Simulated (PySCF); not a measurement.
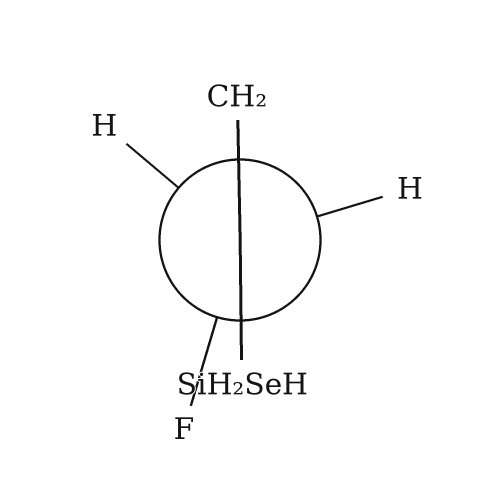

A Newman projection along the C–C bond, carbon in front; angles are drawn as computed, but eclipsed bonds slightly apart. The computed structure is the end point of a GFN2-xTB optimisation. No frequency run is at hand to confirm it as a minimum.

Which molecule is it?

C3H7FSeSi, C=C(CF)[SiH2][SeH]

What is the torsion angle from the front SiH2SeH to the back F? The sign is positive where the front bond must turn clockwise to cover the back bond.

12°, synperiplanar (eclipsed).
